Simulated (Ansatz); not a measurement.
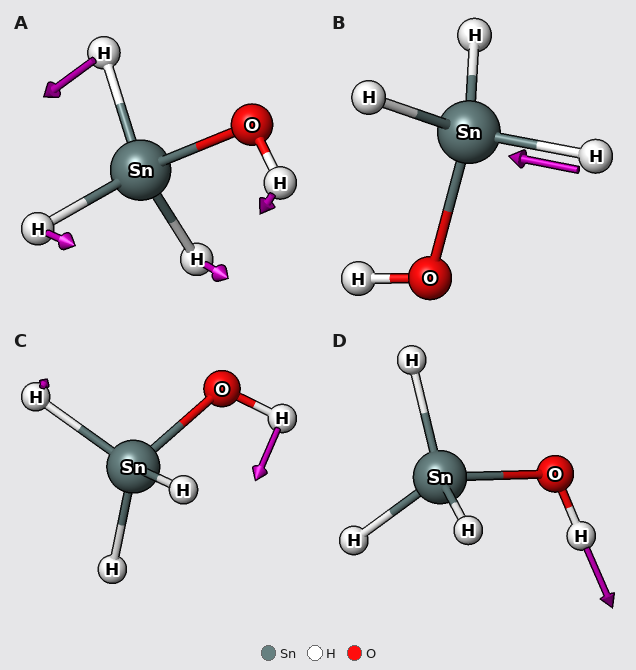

4 normal modes of one molecule or complex, as arrows. Harmonic vibrations computed with RKS PBE0-D4/def2-TZVP, core potentials on Sn (Ansatz 0.2.0) at a stationary point of the same level.

Question: Match the panels to the wavenumbers 494 cm⁻¹, 862 cm⁻¹, 1986 cm⁻¹, 3901 cm⁻¹.

Answer: A: 494 cm⁻¹, H–Sn–O bending
B: 1986 cm⁻¹, Sn–H stretching
C: 862 cm⁻¹, H–O–Sn bending
D: 3901 cm⁻¹, O–H stretching
